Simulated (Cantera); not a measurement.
Charge: 1 mol FeS, a varied amount of H2S, 0.034 mol CO2, at 1350 °C and 1 atm.

These are equilibrium values from Cantera (NASA tables, ideal gas, pure condensed phases), not measurements of a reactor. Candidate condensed phases: C, C6H6, C7H8, C8H18, Fe, Fe(CO)5, FeO, Fe(OH)2, Fe(OH)3, FeS, FeSO4, FeS2, Fe2O3, Fe2(SO4)3, Fe3O4, H2O, H2SO4, S; 127 gas species. FeS: taken at fixed stoichiometry. The numbers say what is thermodynamically allowed, not how fast it happens.

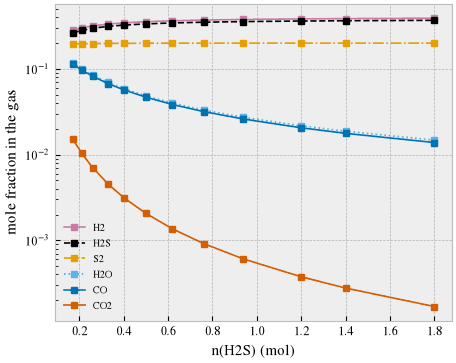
Fig. 1. Equilibrium gas composition (values under 1e-9 drawn at 1e-9)

Q: Read off the mole fractions at 0.17 mol H2S.

A: H2 about 0.28, H2S about 0.26, S2 about 0.20, H2O about 0.12, CO about 0.11, CO2 about 0.015.
